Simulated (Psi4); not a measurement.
**OMP2/aug-cc-pVDZ (density fitting for correlation) run of SiH2O2 (SMILES O[Si]O)**

What is the vertical ionisation energy of SiH2O2 at OMP2/aug-cc-pVDZ (density fitting for correlation)? 

The results are computed with Psi4 1.11.

### Step 1. The structure to begin with

SiH2O2 has 5 atoms, charge 0, and is taken as a singlet. As SMILES, `O[Si]O`. The coordinates come from a PBE0-D4/def2-TZVP relaxation. This is one conformer, not always the lowest.

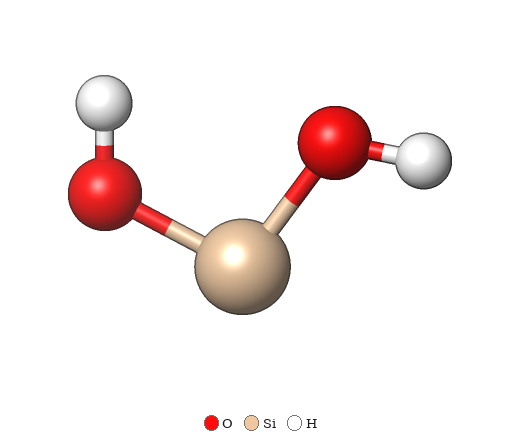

Viewed from a chosen angle; oxygen red, silicon light orange, hydrogen white.

### Step 2. The energy at OMP2/aug-cc-pVDZ (density fitting for correlation)

The input, run.py:

```python
import numpy as np
from ase.calculators.psi4 import Psi4
from ase import Atoms

mol = Atoms(['O', 'Si', 'O', 'H', 'H'], positions=[
    [-1.443200, -0.105600, -0.275000],
    [-0.212000, -0.791300, 0.567700],
    [1.036000, 0.187500, 0.068600],
    [-1.231900, 0.648900, -0.836100],
    [1.901100, -0.013100, 0.433400],
])
calc = Psi4(atoms=mol, method='omp2', basis='aug-cc-pVDZ', memory='2200MB', num_threads=1, charge=0, multiplicity=1, label='h2o2si', reference='rhf')
calc.psi4.set_options({'puream': True, 'e_convergence': 1e-09, 'd_convergence': 1e-08, 'scf_type': 'pk', 'num_frozen_docc': 7})
mol.calc = calc

print(f'energy: {mol.get_potential_energy():.6f} eV')
```

Run with:

```console
$ python run.py
```

h2o2si.dat, cut to the lines that bear on the results:

```text
[...]
  Running in c1 symmetry.
[...]
  Nuclear repulsion =  103.646253627355790
[...]
  Multiplicity = 1
[...]
  Nalpha       = 16
  Nbeta        = 16
[...]
    Number of basis functions: 91
[...]
   @RHF iter   1:  -439.75417032155576   -8.78305e-01   6.80606e-03 ADIIS/DIIS
[...]
   @RHF iter  11:  -439.90920139014054   -1.43814e-11   7.41198e-09 DIIS
[...]
    Orbital Energies [Eh]
    ---------------------
    Doubly Occupied:
       1A    -68.834480     2A    -20.584067     3A    -20.576876
       4A     -6.173105     5A     -4.276588     6A     -4.275721
       7A     -4.274565     8A     -1.372549     9A     -1.340256
      10A     -0.764156    11A     -0.715059    12A     -0.595747
      13A     -0.556759    14A     -0.555480    15A     -0.510947
      16A     -0.358408
[...]
  @RHF Final Energy:  -439.90920139014054
   => Energetics <=
    Nuclear Repulsion Energy =            103.6462536273557902
    One-Electron Energy =                -815.5813866469468394
    Two-Electron Energy =                 272.0259316294504970
    Total Energy =                       -439.9092013901405380
[...]
 Multipole Moments:
 ------------------------------------------------------------------------------------
     Multipole            Electronic (a.u.)      Nuclear  (a.u.)        Total (a.u.)
 ------------------------------------------------------------------------------------
 L = 1.  Multiply by 2.5417464519 to convert [e a0] to [Debye]
 Dipole X            :         -0.2961533            0.9827718            0.6866185
 Dipole Y            :         -0.9547714            1.2000747            0.2453033
 Dipole Z            :          0.7026695           -0.7406014           -0.0379320
 Magnitude           :                                                    0.7301079
[...]
	Warning: cc_lambda option is changed to TRUE
	For this residual convergence, default PCG convergence is:     1.00e-07
[...]
	DF-MP2 Total Energy (a.u.)         :  -440.40159510680331
[...]
	DF-MP2 Total Energy (a.u.)         :  -440.40981267352674
[...]
	DF-OMP2 Total Energy (a.u.)        :  -440.40981267349161
[...]
```

Standard output:

```text
energy: -11984.161422 eV
```

Run time: 18 s. Hardware: 1 thread of AMD EPYC 7R43 (Zen 3), shared host; peak memory 0.44 GiB.

### Step 3. The doublet cation at the same level

The input, h2o2si.json:

```json
{
 "schema_name": "qcschema_input",
 "schema_version": 1,
 "molecule": {
  "schema_name": "qcschema_molecule",
  "schema_version": 2,
  "symbols": ["O", "Si", "O", "H", "H"],
  "geometry": [-2.72725274, -0.19955508, -0.51967468, -0.40062194, -1.49534028, 1.07279752, 1.95775627, 0.35432365, 0.12963521, -2.32795361, 1.22624328, -1.58000001, 3.59255834, -0.02475541, 0.8190073],
  "molecular_charge": 1,
  "molecular_multiplicity": 2,
  "fix_symmetry": "c1",
  "fix_com": true,
  "fix_orientation": true
 },
 "driver": "energy",
 "model": {
  "method": "omp2",
  "basis": "aug-cc-pVDZ"
 },
 "keywords": {
  "reference": "uhf",
  "puream": true,
  "e_convergence": 1e-09,
  "d_convergence": 1e-08,
  "scf_type": "pk",
  "num_frozen_docc": 7,
  "maxiter": 100
 }
}
```

Run with:

```console
$ psi4 --qcschema h2o2si.json -n 1 --memory 2200MB
```

stdout, cut to the lines that bear on the results:

```text
[...]
  Running in c1 symmetry.
[...]
  Nuclear repulsion =  103.646253707904961
[...]
  Multiplicity = 2
[...]
  Nalpha       = 16
  Nbeta        = 15
[...]
    Number of basis functions: 91
[...]
   @UHF iter   1:  -439.41400205343081   -5.38136e-01   6.65234e-03 ADIIS/DIIS
[...]
   @UHF iter  16:  -439.58738720718418   -3.46745e-12   6.65473e-09 DIIS
[...]
   @S^2 Observed:                7.593980399E-01
[...]
  @UHF Final Energy:  -439.58738720718418
   => Energetics <=
    Nuclear Repulsion Energy =            103.6462537079049611
    One-Electron Energy =                -806.5058595511320618
    Two-Electron Energy =                 263.2722186360429077
    Total Energy =                       -439.5873872071841788
  UHF NO Occupations:
  HONO-2 :   14  A 1.9994747
  HONO-1 :   15  A 1.9963348
[...]
 Multipole Moments:
 ------------------------------------------------------------------------------------
     Multipole            Electronic (a.u.)      Nuclear  (a.u.)        Total (a.u.)
 ------------------------------------------------------------------------------------
 L = 1.  Multiply by 2.5417464519 to convert [e a0] to [Debye]
 Dipole X            :         10.9348020          -10.5000742            0.4347278
 Dipole Y            :         17.0787444          -18.4951275           -1.4163830
 Dipole Z            :         -9.9336614           11.1378568            1.2041955
 Magnitude           :                                                    1.9092448
[...]
	Warning: cc_lambda option is changed to TRUE
	For this residual convergence, default PCG convergence is:     1.00e-07
[...]
	DF-SCS-MP2 Total Energy (a.u.)     :  -440.03937621887900
	DF-SOS-MP2 Total Energy (a.u.)     :  -440.03162851497166
[...]
	DF-SCS-OMP2 Total Energy (a.u.)    :  -440.04794399162523
	DF-SOS-OMP2 Total Energy (a.u.)    :  -440.00369534464193
	DF-SCS(N)-OMP2 Total Energy (a.u.) :  -439.80890684493090
[...]
	DF-OMP2 Total Energy (a.u.)        :  -440.06503772642031
[...]
```

The result, in JSON:

```text
{
 "driver": "energy",
 "model": {
  "method": "omp2",
  "basis": "aug-cc-pVDZ"
 },
 "success": true,
 "return_result": -440.0650377264203,
 "properties": {
  "calcinfo_nbasis": 91,
  "calcinfo_nmo": 91,
  "calcinfo_nalpha": 16,
  "calcinfo_nbeta": 15,
  "calcinfo_natom": 5,
  "nuclear_repulsion_energy": 103.64625370790496,
  "return_energy": -440.0650377264203,
  "scf_one_electron_energy": -806.5058595511321,
  "scf_two_electron_energy": 263.2722186360429,
  "scf_dipole_moment": [0.434727770098549, -1.4163830490242333, 1.204195456377498],
  "scf_total_energy": -439.5873872071842,
  "scf_iterations": 16,
  "mp2_same_spin_correlation_energy": -0.1257603365960449,
  "mp2_opposite_spin_correlation_energy": -0.3417240829134279,
  "mp2_singles_energy": 0.0,
  "mp2_doubles_energy": -0.46748441950947284,
  "mp2_correlation_energy": -0.4674844195094465,
  "mp2_total_energy": -440.0548716266936
 }
}
```

Run time: 41 s. Hardware: 1 thread of AMD EPYC 7R43 (Zen 3), shared host; peak memory 0.4 GiB.

### Step 4. Summary of results

Level: OMP2/aug-cc-pVDZ (density fitting for correlation), 7 core orbitals frozen.

| quantity | value |
| --- | --- |
| singlet SiH2O2: total energy | -440.40981 Eh |
| singlet SiH2O2: HOMO energy (Hartree–Fock orbitals) | -9.75 eV |
| singlet SiH2O2: LUMO energy (Hartree–Fock orbitals) | 1.00 eV |
| singlet SiH2O2: HOMO–LUMO gap (Hartree–Fock orbitals) | 10.75 eV |
| singlet SiH2O2: correlation energy (7 core orbitals frozen) | -500.6 mEh |
| doublet cation: total energy | -440.06504 Eh |
| doublet cation: HOMO energy (Hartree–Fock orbitals) (highest over α and β) | -19.76 eV |
| doublet cation: LUMO energy (Hartree–Fock orbitals) (lowest over α and β) | -7.89 eV |
| doublet cation: correlation energy (7 core orbitals frozen) | -477.7 mEh |
| doublet cation: ⟨S²⟩ of the reference determinant | 0.759 |
| vertical ionisation energy (to the doublet cation) | 9.382 eV |

What this shows: The vertical ionisation energy comes to 9.38 eV (216 kcal/mol).
